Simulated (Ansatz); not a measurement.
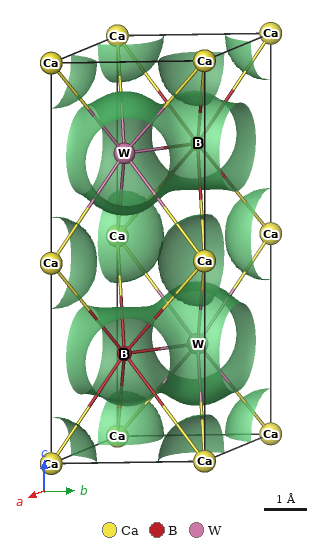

The picture shows: CaBW. Isosurface of the valence pseudo-density at 0.2 e/Å³ (green), seen slightly off an axis. Sticks mark near contacts.

Space group P6₃/mmc; a structure generated by program, which may or may not match a known phase.

All numbers below come from Ansatz 0.2.0, DFT PBE, scalar-relativistic, plane waves, PAW.

The density is the valence pseudo-density of a PAW calculation; it isn't the true density close to the nuclei.

```cif
data_structure
_symmetry_space_group_name_H-M 'P 1'
_symmetry_Int_Tables_number 1
_cell_length_a 3.6796
_cell_length_b 3.6796
_cell_length_c 9.7784
_cell_angle_alpha 90.000
_cell_angle_beta 90.000
_cell_angle_gamma 120.000
_cell_volume 114.66
loop_
_atom_site_label
_atom_site_type_symbol
_atom_site_fract_x
_atom_site_fract_y
_atom_site_fract_z
_atom_site_occupancy
Ca1 Ca 0.00000 0.00000 0.50000 1
Ca2 Ca 0.00000 0.00000 0.00000 1
B1 B 0.66667 0.33333 0.25000 1
B2 B 0.33333 0.66667 0.75000 1
W1 W 0.66667 0.33333 0.75000 1
W2 W 0.33333 0.66667 0.25000 1
```

**What does this surface tell about the bonding?**

At this value the density is joined into sheets; it holds about 85 % of the electrons treated as valence (semicore included). It bridges the sampled B–W (2.12 Å) contacts, where the density stays above the isovalue. It is pinched off along the sampled Ca–B (3.24 Å) and Ca–W (3.24 Å) contacts. On the grid the lowest density along these lines, outside the cores, is 0.72 e/Å³ (B–W, 2.12 Å), 0.1 e/Å³ (Ca–B, 3.24 Å) and 0.12 e/Å³ (Ca–W, 3.24 Å).
